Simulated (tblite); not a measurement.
## Frequency calculation, with input and output: C6H18Si4

System: C6H18Si4.
Method: GFN2-xTB harmonic vibrations, gas phase (tblite 0.8.0).

It belongs to a series of runs on one base structure; here: constitutional isomer.

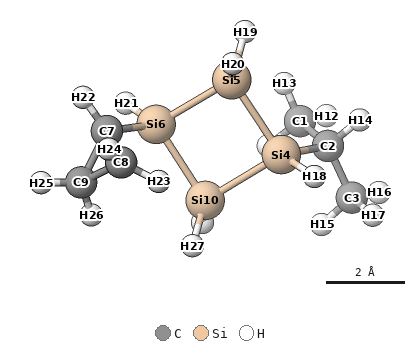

Figure 1. The structure as given in the input (ball-and-stick view, seen at a tilt; atoms are numbered from 1 in the order of the input). Bond lengths as drawn: C–C 1.49 to 1.52 Å, C–H 1.08 to 1.10 Å, C–Si 1.89 to 1.92 Å, H–Si 1.47 to 1.48 Å and Si–Si 2.36 to 2.37 Å.

Summary

- outcome: converged
- total energy: −784.8068 eV
- zero-point energy: 133.8500 kcal/mol
- hardware: 1 CPU thread, shared host
- wall time: 2 s
- peak memory: 0.19 GiB

Input file
```
{"job": {"kind": "ir", "xc": "GFN2-xTB", "basis": "xTB"}, "charge": 0, "multiplicity": 1}
C     -2.942557    -1.157041     0.326603
C     -2.816266     0.309504     0.719881
C     -3.664444     1.176166    -0.203858
Si    -0.977270     0.858205     0.689750
Si     0.483811    -0.631547     1.800033
Si     1.467788    -1.171335    -0.282024
C      3.306341    -0.740749    -0.347410
C      3.709898     0.699684    -0.229223
C      3.874292    -0.012755    -1.530620
Si     0.071277     0.390870    -1.379893
H     -2.572167    -1.317121    -0.685209
H     -3.983698    -1.478624     0.356105
H     -2.373691    -1.794432     1.001298
H     -3.209969     0.418482     1.736441
H     -3.320147     1.083727    -1.232838
H     -4.712238     0.876665    -0.169242
H     -3.600845     2.224137     0.082792
H     -1.017317     2.263995     1.146384
H     -0.116135    -1.732582     2.567314
H      1.383485    -0.006380     2.778960
H      1.419019    -2.572655    -0.749098
H      3.981970    -1.445217     0.125212
H      2.931493     1.446730    -0.153110
H      4.595891     0.947828     0.337270
H      4.873860    -0.258073    -1.859541
H      3.207272     0.248103    -2.339749
H      0.749901     1.524303    -2.027436
H     -0.770454    -0.122532    -2.472553
```

The first line tells a small driver script what to run in tblite; the rest is the geometry in Å.

Launched with:
```bash
OMP_NUM_THREADS=1 python <driver script> task.json out
```

The program's output
```
mode    cm-1     km/mol
  1      22.8      0.01
  2      43.4      0.03
  3      47.8      0.11
  4      70.8      0.42
  5      78.8      0.17
  6     115.2      0.15
  7     139.5      3.13
  8     207.8      0.76
  9     226.2      0.01
 10     240.5      0.41
 11     254.4      1.98
 12     270.7      4.81
 13     272.9     16.81
 14     302.4      4.20
 15     303.5      4.78
 16     350.9      7.22
 17     369.3      5.69
 18     376.8      7.72
 19     381.0      4.51
 20     402.0      1.74
 21     410.3      1.21
 22     413.8      0.51
 23     443.0      0.85
 24     476.0      0.33
 25     545.2    307.47
 26     566.5      6.93
 27     600.7    681.17
 28     615.4     15.96
 29     624.5     47.50
 30     679.1     60.69
 31     688.4     38.21
 32     809.5      5.06
 33     832.8    457.05
 34     845.7      7.55
 35     850.7     54.35
 36     946.2      3.18
 37     947.2     12.82
 38     962.0      0.62
 39     993.7      1.32
 40    1001.2     21.10
 41    1015.4     11.39
 42    1031.7     10.86
 43    1069.8      2.86
 44    1072.8      0.67
 45    1112.2      0.08
 46    1135.5      2.56
 47    1160.3      0.60
 48    1178.8      0.56
 49    1240.9      5.95
 50    1270.4      9.31
 51    1312.6      0.18
 52    1345.0     10.20
 53    1416.3      3.66
 54    1428.4      2.89
 55    1453.4      0.38
 56    1492.4      0.49
 57    1501.7      2.40
 58    1511.5      1.94
 59    1512.6      1.32
 60    1519.4      6.14
 61    2084.5    246.26
 62    2094.2    211.22
 63    2144.7    277.66
 64    2162.8    283.92
 65    2163.5    604.86
 66    2177.6    231.02
 67    2914.7     35.26
 68    2993.7     21.94
 69    2999.0    120.64
 70    3009.1      9.06
 71    3016.1     64.35
 72    3016.3     26.77
 73    3022.3     24.04
 74    3024.6     22.31
 75    3060.4     20.72
 76    3072.5     11.79
 77    3075.1     35.23
 78    3088.5    100.15
```

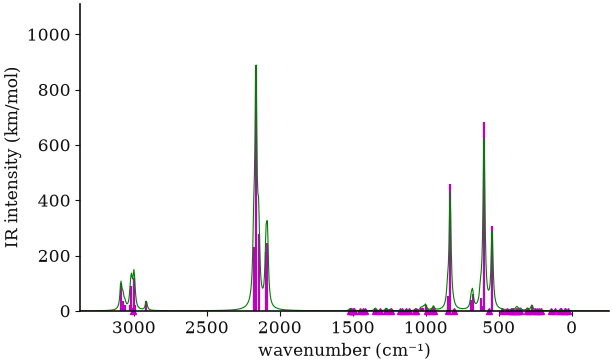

Figure 2. Harmonic infrared spectrum, unscaled: sticks (degenerate modes added up, dark ones marked on the axis) with a Lorentzian envelope of 16 cm⁻¹ full width, scaled to the tallest stick. 78 modes from 23 to 3088 cm⁻¹, none imaginary. The strongest line is at 2163 cm⁻¹ (889 km/mol).
